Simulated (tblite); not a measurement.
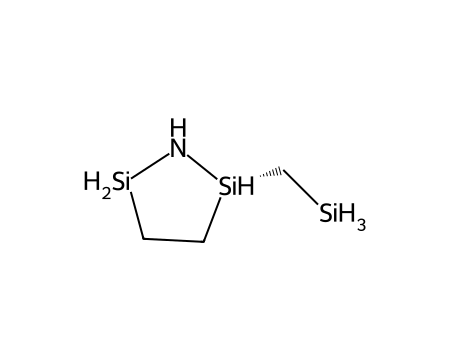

The picture comes from a calculation with tblite.

Skeletal drawing of a molecule.

**Transcribe the drawing into SMILES.**

[SiH3]C[Si@@H]1CC[SiH2]N1

**Give the formula, hydrogens included.**

C3H13NSi3.

**An optimisation with GFN2-xTB gave a structure of which point group?**

C1.
